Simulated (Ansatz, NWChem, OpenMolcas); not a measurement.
Abstraction of Cl: C3H5Cl + SbH2 → C3H5 + SbH2Cl

Species: C3H5Cl (2-chloropropene) `C=C(C)Cl`, singlet; SbH2 `[SbH2]`, doublet; C3H5 `C=[C]C`, doublet; SbH2Cl `[Cl][SbH2]`, singlet. A radical takes Cl: the energy is the difference in strength between the C–Cl bond broken and the Sb–Cl bond made.

Shapes, held fixed at every level: PBE0-D4/def2-TZVP. Programs: Ansatz 0.2.0, NWChem 7.3.0, OpenMolcas 26.06. A level may come from different programs for different species; with the same settings they agree closely. The zero-point and thermal change to 298 K, harmonic and unscaled (PBE0-D4/def2-TZVP), is -4.3 kJ/mol.

```tsv
level	kind	ΔH(298 K) (kJ/mol)
HF/def2-TZVPP	Hartree–Fock	+41.2
SPW92/def2-TZVPP	LDA	+86.1
PBE-D4/def2-TZVPP	GGA	+68.0
PBE0/def2-SVP	global hybrid	+78.9
BHLYP-D4/def2-TZVPP	global hybrid	+62.9
PBE0-D4/def2-TZVPP	global hybrid	+71.0
r2SCAN0-D4/def2-TZVPP	global hybrid	+65.7
B2PLYP/def2-TZVPP	double hybrid	+71.6
```

B2PLYP/def2-TZVPP gives ΔH(298 K) = +71.6 kJ/mol; the levels span +41.2 to +86.1. The median of the levels is +69.5. No measured value is set beside it here. Spin contamination: C3H5 (⟨S²⟩ up to 0.91). Open shells run unrestricted. For atoms past krypton def2 sets carry core potentials with scalar relativity. Outer-core shells of Sb are correlated, in sets that cover them unevenly.

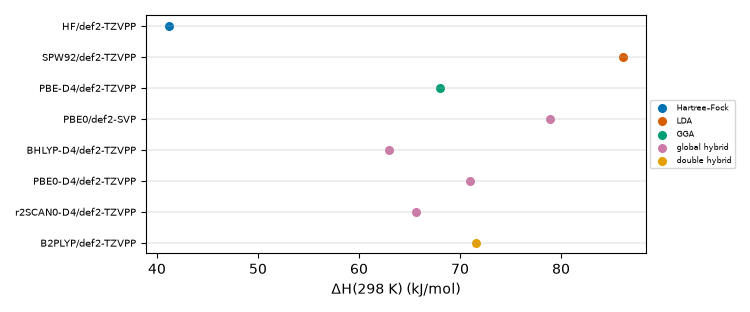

The values of the table, level by level.
